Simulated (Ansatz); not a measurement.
## Fields on a plane of ZrPbO3 (cubic perovskite)

```
ZrPbO3
1.0
    4.14129     0.00000     0.00000
    0.00000     4.14129     0.00000
    0.00000     0.00000     4.14129
Zr Pb O
1 1 3
Direct
  0.00000   0.00000   0.00000
  0.50000   0.50000   0.50000
  0.50000   0.00000   0.00000
  0.00000   0.50000   0.00000
  0.00000   0.00000   0.50000
```

The slice is a {110} plane (indices of the conventional cell) through the point (0.500, 0.000, 0.000) (fractional), spanned by u = [100] and v = [011] in vectors of this cell: u (4.14 Å) and v (5.86 Å, at 90° to u). It covers one period; positions are fractions (u, v).

Atoms on it: Zr at (0.50, 0.00); Pb at (0.00, 0.50); O at (0.00, 0.00).

The numbers are results of PBEsol (plane waves to 420 eV, PAW, scalar-relativistic; Ansatz, a first-principles code), not measurements. k mesh 8×8×8. Inside the PAW spheres the values are not all-electron values, and peaks at nuclei hang on which shells count as valence. Spin-orbit coupling is left out, though Pb is heavy. This is a high-temperature form of ZrPbO3. ZrPbO3 is run without spin polarisation. ZrPbO3 was relaxed with its symmetry unable to fall.

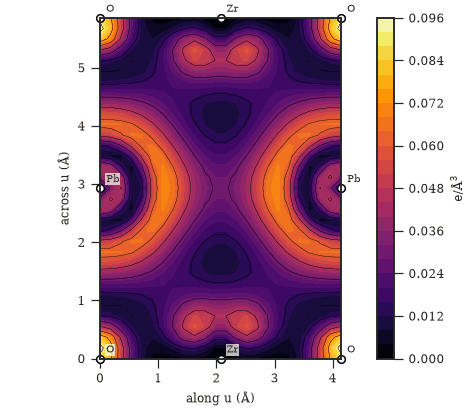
Density of the lowest conduction band (whole band as if filled, smooth part) in e/Å³, one period of the plane, atoms marked. 

```
|xxxxxxxxxx0000xxxxxxxxxxxxxxxxxxxx0000xxxxxxxx|
|xxxxxxxxxx0000xxxxxxxxxxxxxxxxxxxx0000xxxxxxxx|
|xxxxxxxx55220000xxxxxxxxxxxxxxxx00002255xxxxxx|
|xxxxxx776644000000xxxxxxxxxxxx000000446677xxxx|
|8888888877663300000000000000000000336677888888|
|9999998888775533110000000000001133557788889999|
|8888888877776655443322222222334455667777888888|
|5555666677777777776666666666667777777777666655|
|2222334455667777888888888888888877776655443322|
|0000000022446677889999999999998877664422000000|
|0000000000114466889999999999998866441100000000|
|xxxxxx000000225577889999999988775522000000xxxx|
|xxxxxxxx00000033668899999999886633000000xxxxxx|
|xxxxxxxxxx0000225577889999887755220000xxxxxxxx|
|xxxxxxxxxx0000115577889999887755110000xxxxxxxx|
|xxxxxxxxxx0000114477888888887744110000xxxxxxxx|
|xxxxxxxxxx0000115577889999887755110000xxxxxxxx|
|xxxxxxxxxx0000225577889999887755220000xxxxxxxx|
|xxxxxxxx00000033668899999999886633000000xxxxxx|
|xxxxxx000000225577889999999988775522000000xxxx|
|0000000000114466889999999999998866441100000000|
|0000000022446677889999999999998877664422000000|
|2222334455667777888888888888888877776655443322|
|5555666677777777776666666666667777777777666655|
|8888888877776655443322222222334455667777888888|
|9999998888775533110000000000001133557788889999|
|8888888877663300000000000000000000336677888888|
|xxxxxx776644000000xxxxxxxxxxxx000000446677xxxx|
|xxxxxxxx55220000xxxxxxxxxxxxxxxx00002255xxxxxx|
|xxxxxxxxxx0000xxxxxxxxxxxxxxxxxxxx0000xxxxxxxx|
|xxxxxxxxxx0000xxxxxxxxxxxxxxxxxxxx0000xxxxxxxx|
|xxxxxxxxxx0000xxxxxxxxxxxxxxxxxxxx0000xxxxxxxx|
```
Scale: ten equal steps from 1.00 (start of '0') to 9.73 (end of '9'), in the order '0123456789'. Values: electrostatic potential energy of an electron, from the cell's mean, in eV. The map has 23 points along u (two characters each, u = 0 at the left) and 32 along v (v = 0 in the bottom row). Points within 0.9 Å of a nucleus are blanked (x), as the pseudised field means little there. Values under 1 eV are set to 1. The zero, the cell's mean, hangs on the PAW cores.

The density on the Zr–O line (2.07 Å) at its density minimum, 1.1 Å from Zr comes out as 0.71 e/Å³ and the ELF at that point is 0.2. Element round which the density of the highest valence band (whole band, smooth part) is largest on this plane: O.
